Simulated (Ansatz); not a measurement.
Run report: BSiNH₃, geometry relaxation

The run: geometry relaxation of BSiNH₃, multiplicity 2. Method and program: UKS PBE0-D4/def2-TZVP (Ansatz 0.2.0).

Figures and captions count atoms from 1; the log counts them from 0 in places.

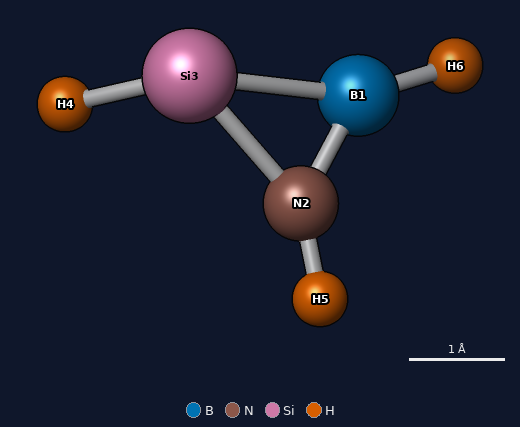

**Figure 1.** The input geometry (ball-and-stick view, seen at a tilt; atoms are numbered from 1 in the order of the input).

## Input
```yaml
crystal:
  periodic: [false, false, false]
  atoms:
    - {symbol: B, position_ang: [0.222766, 0.207749, 0.842872]}
    - {symbol: N, position_ang: [0.526515, 0.076869, -0.500964]}
    - {symbol: Si, position_ang: [-0.890768, -1.027592, -0.230733]}
    - {symbol: H, position_ang: [-2.051577, -0.552636, -1.107409]}
    - {symbol: H, position_ang: [1.182817, 0.503973, -1.163403]}
    - {symbol: H, position_ang: [0.620610, 0.811746, 1.810386]}
basis:
  gaussian: {orbitals: def2-TZVP}
magnetization: {spin_polarized: true, initial_magnetization: 1}
hamiltonian: {xc: pbe0, dispersion: d4}
relax: {f_tol: 0.005, max_steps: 200}
```

Hardware: 2 threads of Arm Neoverse V1, 95 GiB of memory available, shared host.

Run as:
```bash
ansatz run in.yaml --threads 2 --pin off --events-out ev --progress --plain --max-ram 4352MiB
```

## Log
```
Functional definition: PBE0
  name "PBE0"
  cite "Adamo & Barone, J. Chem. Phys. 110, 6158 (1999) doi:10.1063/1.478522"
  cite "Perdew, Burke & Ernzerhof, Phys. Rev. Lett. 77, 3865 (1996) doi:10.1103/PhysRevLett.77.3865"
  parent pbe
  parameter a = 0.25
  parameter kappa = 0.804
  parameter beta = 0.06672455060314922
  exchange = (1 - a)*pbe_x(kappa = kappa, mu = beta*pi^2/3) + a*exact_x
  correlation = pbe_c(beta = beta)
724 factors; their error is unknown
mean field evaluation 1: about -10078.2520 eV, gradient 4.3e1 eV
mean field evaluation 2: about -10050.5415 eV, gradient 8.0e1 eV
mean field evaluation 4: about -10086.1265 eV, gradient 4.2e0 eV
mean field evaluation 8: about -10086.2562 eV, gradient 1.5e-1 eV
mean field evaluation 16: about -10086.2563 eV, gradient 2.1e-4 eV
mean field -10086.25634738 eV, -370.6630840562 hartree, gradient 6.2e-5 eV, S^2 0.754541; 0 other end points of the search recorded, 0 dependent functions left out
the calculation of the forces begins
reference -10086.25637663 eV, -370.6630851312 hartree; 15, 14 occupied and 102, 103 virtual orbitals, 724 factors
relax step   1: F+E_penalty+E_count = -10086.34138040 eV  Δ(F+E_penalty+E_count) = +0.000e0 eV  max|allowed force component| = 7.220e-1 eV/Å  Δτ_max = 0.0000 Å  (33 SCF iters, accepted)
these checks for a lower state are left out or cut short: starts, cluster_reference, orbital_swaps, neighbouring_geometries, increment
724 factors; their error is unknown
mean field -10086.28575254 eV, -370.6641646757 hartree, gradient 1.6e-5 eV, S^2 0.754344; 0 other end points of the search recorded, 0 dependent functions left out
the calculation of the forces begins
reference -10086.28578179 eV, -370.6641657507 hartree; 15, 14 occupied and 102, 103 virtual orbitals, 724 factors
relax step   2: F+E_penalty+E_count = -10086.37095472 eV  Δ(F+E_penalty+E_count) = -2.957e-2 eV  max|allowed force component| = 4.261e-1 eV/Å  Δτ_max = 0.0204 Å  (39 SCF iters, accepted)
these checks for a lower state are left out or cut short: starts, cluster_reference, orbital_swaps, neighbouring_geometries, increment
724 factors; their error is unknown
mean field evaluation 32: about -10086.2951 eV, gradient 2.3e-5 eV
mean field -10086.29514758 eV, -370.6645099371 hartree, gradient 2.3e-5 eV, S^2 0.754124; 0 other end points of the search recorded, 0 dependent functions left out
the calculation of the forces begins
reference -10086.29517682 eV, -370.6645110116 hartree; 15, 14 occupied and 102, 103 virtual orbitals, 724 factors
relax step   3: F+E_penalty+E_count = -10086.38052062 eV  Δ(F+E_penalty+E_count) = -9.566e-3 eV  max|allowed force component| = 1.022e-1 eV/Å  Δτ_max = 0.0187 Å  (36 SCF iters, accepted)
these checks for a lower state are left out or cut short: starts, cluster_reference, orbital_swaps, neighbouring_geometries, increment
724 factors; their error is unknown
mean field -10086.29516685 eV, -370.6645106452 hartree, gradient 1.3e-5 eV, S^2 0.754068; 0 other end points of the search recorded, 0 dependent functions left out
the calculation of the forces begins
reference -10086.29519605 eV, -370.6645117182 hartree; 15, 14 occupied and 102, 103 virtual orbitals, 724 factors
relax step   4: F+E_penalty+E_count = -10086.38055178 eV  Δ(F+E_penalty+E_count) = -3.115e-5 eV  max|allowed force component| = 1.462e-1 eV/Å  Δτ_max = 0.0126 Å  (37 SCF iters, accepted)
these checks for a lower state are left out or cut short: starts, cluster_reference, orbital_swaps, neighbouring_geometries, increment
724 factors; their error is unknown
mean field -10086.29606088 eV, -370.6645435003 hartree, gradient 1.2e-5 eV, S^2 0.754058; 0 other end points of the search recorded, 0 dependent functions left out
the calculation of the forces begins
reference -10086.29609010 eV, -370.6645445742 hartree; 15, 14 occupied and 102, 103 virtual orbitals, 724 factors
relax step   5: F+E_penalty+E_count = -10086.38142314 eV  Δ(F+E_penalty+E_count) = -8.714e-4 eV  max|allowed force component| = 7.417e-2 eV/Å  Δτ_max = 0.0105 Å  (38 SCF iters, accepted)
these checks for a lower state are left out or cut short: starts, cluster_reference, orbital_swaps, neighbouring_geometries, increment
724 factors; their error is unknown
mean field -10086.29621729 eV, -370.6645492484 hartree, gradient 1.2e-5 eV, S^2 0.754044; 0 other end points of the search recorded, 0 dependent functions left out
the calculation of the forces begins
reference -10086.29624651 eV, -370.6645503220 hartree; 15, 14 occupied and 102, 103 virtual orbitals, 724 factors
relax step   6: F+E_penalty+E_count = -10086.38157517 eV  Δ(F+E_penalty+E_count) = -1.520e-4 eV  max|allowed force component| = 4.738e-2 eV/Å  Δτ_max = 0.0058 Å  (38 SCF iters, accepted)
these checks for a lower state are left out or cut short: starts, cluster_reference, orbital_swaps, neighbouring_geometries, increment
724 factors; their error is unknown
mean field -10086.29625198 eV, -370.6645505231 hartree, gradient 1.5e-5 eV, S^2 0.754038; 0 other end points of the search recorded, 0 dependent functions left out
the calculation of the forces begins
reference -10086.29628119 eV, -370.6645515966 hartree; 15, 14 occupied and 102, 103 virtual orbitals, 724 factors
relax step   7: F+E_penalty+E_count = -10086.38160912 eV  Δ(F+E_penalty+E_count) = -3.395e-5 eV  max|allowed force component| = 1.357e-2 eV/Å  Δτ_max = 0.0023 Å  (30 SCF iters, accepted)
these checks for a lower state are left out or cut short: starts, cluster_reference, orbital_swaps, neighbouring_geometries, increment
724 factors; their error is unknown
mean field evaluation 64: about -10086.2963 eV, gradient 2.1e-5 eV
mean field -10086.29627395 eV, -370.6645513303 hartree, gradient 2.1e-5 eV, S^2 0.754042; 0 other end points of the search recorded, 0 dependent functions left out
the calculation of the forces begins
reference -10086.29630316 eV, -370.6645524038 hartree; 15, 14 occupied and 102, 103 virtual orbitals, 724 factors
relax step   8: F+E_penalty+E_count = -10086.38163329 eV  Δ(F+E_penalty+E_count) = -2.417e-5 eV  max|allowed force component| = 2.360e-3 eV/Å  Δτ_max = 0.0024 Å  (28 SCF iters, accepted)
```

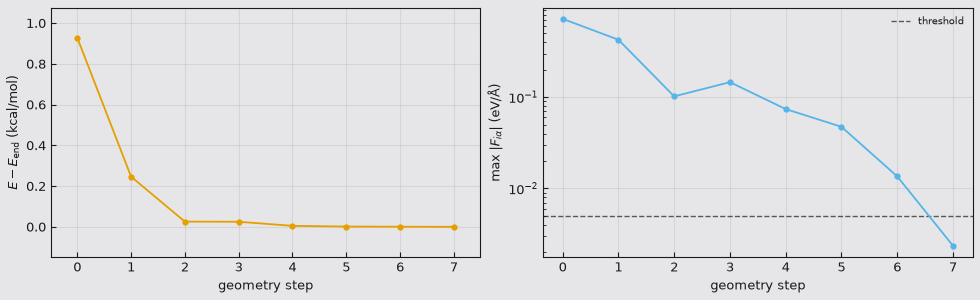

**Figure 2.** Progress of the relaxation, step by step (the first geometry is step 0 here and step 1 in the log).

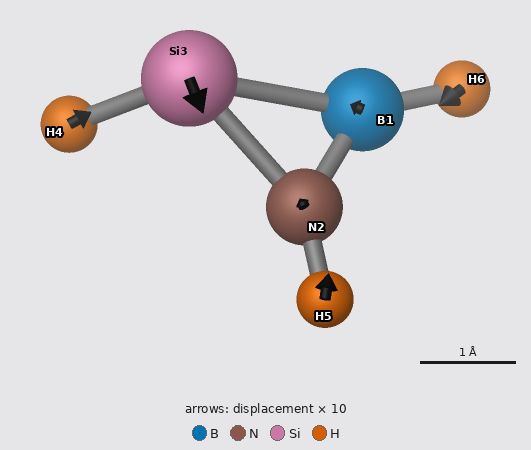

**Figure 3.** The starting structure with the displacements as black arrows, magnified 10 times (ball-and-stick view, seen at a tilt). The two geometries are laid on each other by the best rigid fit. The largest move after the best rigid fit is that of Si3, 0.041 Å. Largest moves by element: Si 0.041 Å, H 0.033 Å, B 0.015 Å, N 0.011 Å. Among the contacts that change: N2–Si3 1.817 → 1.769 Å, B1–Si3 1.980 → 1.947 Å, Si3–H4 1.530 → 1.507 Å, B1–H6 1.208 → 1.187 Å. Among the angles that change: Si3–B1–H6 158.7° → 160.9°, N2–Si3–H4 108.5° → 110.5°. The energy falls by 0.93 kcal/mol in 7 geometry steps. Largest force component: 0.72 eV/Å at the start, 0.0024 eV/Å at the end. (Atoms are counted from 1 in the order of the input.)

```
724 factors; their error is unknown
mean field -10086.29627395 eV, -370.6645513303 hartree, gradient 2.1e-5 eV, S^2 0.754042; 1 other end points of the search recorded, 0 dependent functions left out
the calculation of the forces begins
reference -10086.29630316 eV, -370.6645524038 hartree; 15, 14 occupied and 102, 103 virtual orbitals, 724 factors
Total energy: -10086.38166250 eV, -370.6676893018 hartree
Atom 0 at     0.209461     0.202721     0.839943 Å, force    -0.001704     0.001104     0.001401 eV/Å
Atom 1 at     0.517421     0.073110    -0.496278 Å, force     0.001745    -0.000712    -0.002360 eV/Å
Atom 2 at    -0.866634    -1.000543    -0.248692 Å, force    -0.001043    -0.000966    -0.000360 eV/Å
Atom 3 at    -2.039024    -0.552803    -1.083505 Å, force     0.000787     0.000229     0.000631 eV/Å
Atom 4 at     1.172819     0.492869    -1.139111 Å, force    -0.000597     0.000550     0.001276 eV/Å
Atom 5 at     0.616320     0.804755     1.778393 Å, force     0.000811    -0.000207    -0.000588 eV/Å
Dipole moment:     0.184075     0.130004    -0.195446 e Å
```

## Trajectory as extended XYZ (Å, eV, eV/Å), 8 frames, from step=1 to step=8
```
6
Properties=species:S:1:pos:R:3:forces:R:3 step=1 energy=-10086.34138
B     0.2228    0.2077    0.8429    0.1177   0.0545  -0.2301
N     0.5265    0.0769   -0.5010   -0.2328  -0.1415   0.1633
Si   -0.8908   -1.0276   -0.2307    0.4670   0.7220  -0.1955
H    -2.0516   -0.5526   -1.1074    0.2435  -0.1127   0.2061
H     1.1828    0.5040   -1.1634   -0.4430  -0.2782   0.4569
H     0.6206    0.8117    1.8104   -0.1524  -0.2441  -0.4007
6
Properties=species:S:1:pos:R:3:forces:R:3 step=2 energy=-10086.37096
B     0.2195    0.2090    0.8375   -0.0233  -0.0605  -0.0700
N     0.5244    0.0742   -0.4976   -0.2745  -0.1895   0.0738
Si   -0.8825   -1.0174   -0.2355    0.3803   0.4261  -0.0609
H    -2.0372   -0.5491   -1.0947    0.0650  -0.0410   0.0600
H     1.1719    0.4989   -1.1514   -0.1114  -0.0797   0.1201
H     0.6143    0.8044    1.7924   -0.0361  -0.0553  -0.1229
6
Properties=species:S:1:pos:R:3:forces:R:3 step=3 energy=-10086.38052
B     0.2171    0.2053    0.8383   -0.0852  -0.0238   0.1022
N     0.5150    0.0718   -0.4955    0.0245  -0.0213  -0.0718
Si   -0.8697   -1.0043   -0.2394    0.0351   0.0251  -0.0173
H    -2.0258   -0.5470   -1.0901   -0.0289  -0.0083   0.0069
H     1.1614    0.4918   -1.1463    0.0237   0.0091  -0.0123
H     0.6125    0.8026    1.7838    0.0308   0.0191  -0.0077
6
Properties=species:S:1:pos:R:3:forces:R:3 step=4 energy=-10086.38055
B     0.2100    0.2012    0.8391   -0.0224   0.0000   0.0733
N     0.5196    0.0746   -0.4930   -0.0386  -0.0898  -0.1462
Si   -0.8647   -1.0058   -0.2479    0.0711   0.0396   0.0261
H    -2.0299   -0.5443   -1.0785   -0.0502  -0.0043  -0.0388
H     1.1670    0.4902   -1.1462    0.0150   0.0266   0.0294
H     0.6085    0.8042    1.7773    0.0251   0.0280   0.0562
6
Properties=species:S:1:pos:R:3:forces:R:3 step=5 energy=-10086.38142
B     0.2116    0.2041    0.8397   -0.0276  -0.0106   0.0556
N     0.5185    0.0733   -0.4945   -0.0069  -0.0199  -0.0742
Si   -0.8664   -1.0012   -0.2473    0.0128   0.0071   0.0115
H    -2.0355   -0.5508   -1.0846   -0.0057   0.0007  -0.0032
H     1.1683    0.4911   -1.1438    0.0172   0.0128   0.0099
H     0.6139    0.8037    1.7812    0.0102   0.0098   0.0003
6
Properties=species:S:1:pos:R:3:forces:R:3 step=6 energy=-10086.38157
B     0.2088    0.2026    0.8405    0.0223   0.0091  -0.0423
N     0.5180    0.0736   -0.4969   -0.0227  -0.0099   0.0474
Si   -0.8663   -1.0004   -0.2482    0.0021   0.0048  -0.0142
H    -2.0388   -0.5526   -1.0831    0.0021  -0.0025   0.0037
H     1.1731    0.4924   -1.1408   -0.0032   0.0012   0.0107
H     0.6155    0.8045    1.7794   -0.0006  -0.0026  -0.0053
6
Properties=species:S:1:pos:R:3:forces:R:3 step=7 energy=-10086.38161
B     0.2092    0.2036    0.8394   -0.0065  -0.0136   0.0033
N     0.5181    0.0732   -0.4966    0.0057   0.0073  -0.0099
Si   -0.8659   -1.0005   -0.2501   -0.0025   0.0021   0.0127
H    -2.0406   -0.5531   -1.0817    0.0042   0.0010  -0.0046
H     1.1742    0.4925   -1.1391   -0.0028   0.0004   0.0024
H     0.6153    0.8044    1.7789    0.0018   0.0027  -0.0039
6
Properties=species:S:1:pos:R:3:forces:R:3 step=8 energy=-10086.38163
B     0.2095    0.2027    0.8399   -0.0017   0.0011   0.0014
N     0.5174    0.0731   -0.4963    0.0017  -0.0007  -0.0024
Si   -0.8666   -1.0005   -0.2487   -0.0010  -0.0010  -0.0004
H    -2.0390   -0.5528   -1.0835    0.0008   0.0002   0.0006
H     1.1728    0.4929   -1.1391   -0.0006   0.0006   0.0013
H     0.6163    0.8048    1.7784    0.0008  -0.0002  -0.0006
```

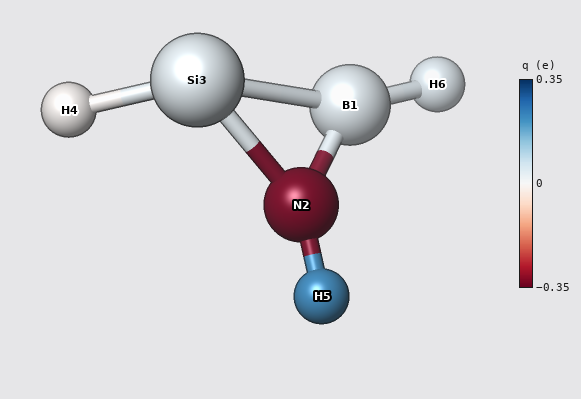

**Figure 4.** Mulliken charges, as the colour of each atom (ball-and-stick view, seen at a tilt; atoms are numbered from 1 in the order of the input). By element: B +0.04, N −0.33, Si +0.03 and H −0.01 to +0.22 e.

## Summary

| quantity | value |
| --- | --- |
| outcome | converged |
| total energy | −10086.3817 eV |
| mean-field energy | −10086.2963 eV |
| dispersion energy | −0.0854 eV |
| ⟨S²⟩ | 0.754 |
| SCF solution under orbital rotations | stable |
| largest force (length of the vector) at the end | 0.003 eV/Å |
| dipole moment | 1.43 D |
| wall time | 23 s (CPU time 44 s) |
| peak memory | 0.21 GiB |
